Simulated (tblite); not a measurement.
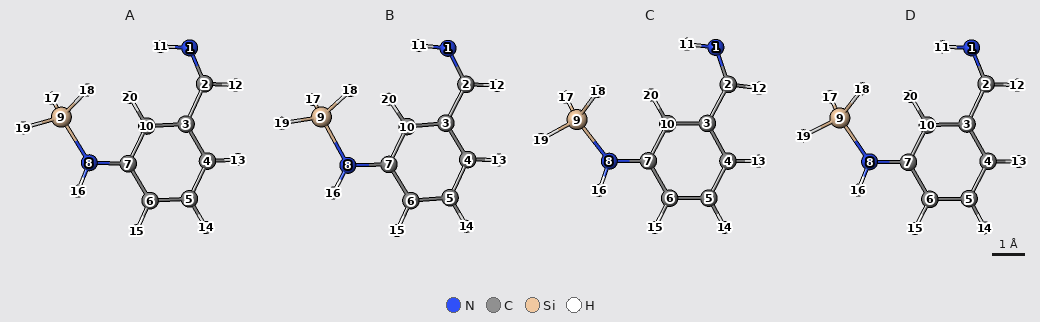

4 geometries from one relaxation of C7H10N2Si, in shuffled order. The picture is a ball-and-stick view, seen from a free direction.

The calculation used GFN2-xTB geometry optimisation, gas phase (tblite). 

### Order the frames from highest to lowest energy.

B, A, D, C. They are steps 0, 10, 19, 45, at +59.8 kJ/mol, +9.45 kJ/mol, +3.13 kJ/mol relative to the last. After 45 geometry steps the energy has fallen by 59.8 kJ/mol. The atom that moves furthest after the best rigid fit is H19 (0.53 Å). By element the largest moves are H 0.53 Å, N 0.28 Å, Si 0.17 Å, C 0.12 Å. Near-neighbour distances that change, for instance: C7–N8 1.447 → 1.376 Å, N8–Si9 1.795 → 1.733 Å, N1–C2 1.309 → 1.259 Å, C3–C10 1.364 → 1.391 Å. Among the angles between lasting bonds that change: C7–N8–Si9 118.7° → 128.8°, C7–N8–H16 121.9° → 112.6°, N8–Si9–H19 111.7° → 103.0°.
